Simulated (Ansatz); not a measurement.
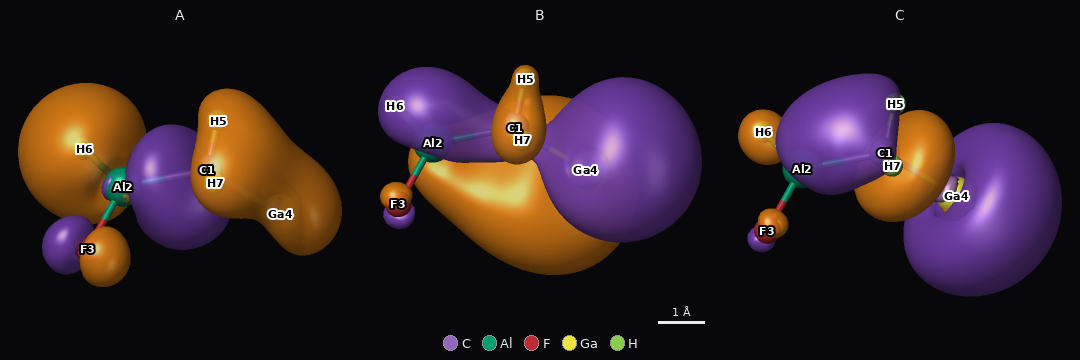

Figure 1: CH₃AlFGa (SMILES [F][AlH][CH2][Ga]). Three frontier orbitals at ±0.06 Å⁻³ᐟ² (orange and purple are the two phases), in no order.

Geometry: B3LYP-D3(BJ)/def2-SVP.

All numbers below come from isolated molecule in a Gaussian basis; Kohn-Sham density functional theory, functional PBE0 in Ansatz 0.2.0.

```xyz
7

C    -0.8629   -1.4674    0.5511
Al    0.2016   -0.8793    2.0349
F     0.1419    0.7369    2.4758
Ga   -0.2295   -1.2194   -1.3950
H    -1.0633   -2.5549    0.6337
H     1.2402   -1.7561    2.8427
H    -1.8337   -0.9300    0.5476
```

Order the three orbitals by energy and name them.

A is the HOMO−1 (−8.42 eV). It lies mainly on C1 (about 30 %), H6 (about 25 %), Al2 (about 25 %) and Ga4 (about 5 %). C is the HOMO (−6.08 eV). Its weight (Hirshfeld) is mainly on Ga4 (about 60 %), C1 (about 30 %) and Al2 (about 10 %). B is the LUMO (−1.71 eV). It lies mainly on Ga4 (about 75 %), Al2 (about 15 %) and C1 (about 5 %).

What is the HOMO–LUMO gap?

4.37 eV between the orbital energies.
